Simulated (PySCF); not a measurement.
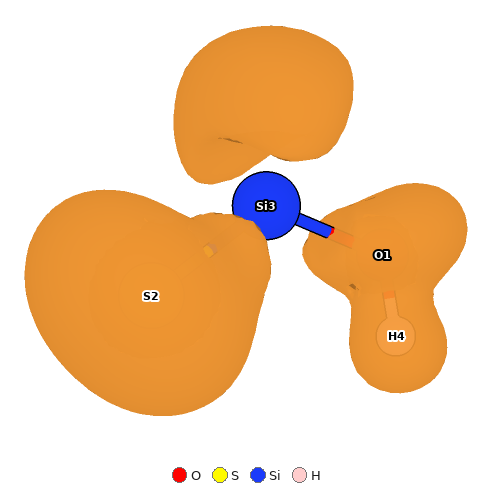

Figure. HOSSi (SMILES O[Si]=S) (doublet). Isosurface of the electron localisation function at 0.75 (orange), seen at a tilt. Core shells and regions of very low density are left out.

Geometry: PBE0-D4/def2-SVP.

Theory: PySCF 2.14.0, Gaussian-basis quantum chemistry of an isolated molecule with PySCF, energy and nuclear gradient, functional PBE0.

```yaml
atoms:
  - { symbol: O, position_ang: [1.4557, -1.7769, -0.3404] }
  - { symbol: S, position_ang: [4.1722, -0.3705, 0.7144] }
  - { symbol: Si, position_ang: [2.7242, -1.7027, 0.7142] }
  - { symbol: H, position_ang: [1.4165, -1.0986, -1.0286] }
```

> Where are the electrons localised?

The ELF exceeds this value in one region on S in which the atom's valence shell and bonds are merged, one lobe on Si, pointing away from the bonds (non-bonding electrons) and one joined region spread over several atoms (H, O), in which their bonds and any lone pairs are merged. Along the contacts the grid gives the following. Si–O (1.65 Å): the ELF peaks at about 0.85 between the atoms: a shared but strongly polarised pair. Si–S (1.97 Å): the ELF peaks at about 0.80 between the atoms, as expected for a covalent bond.
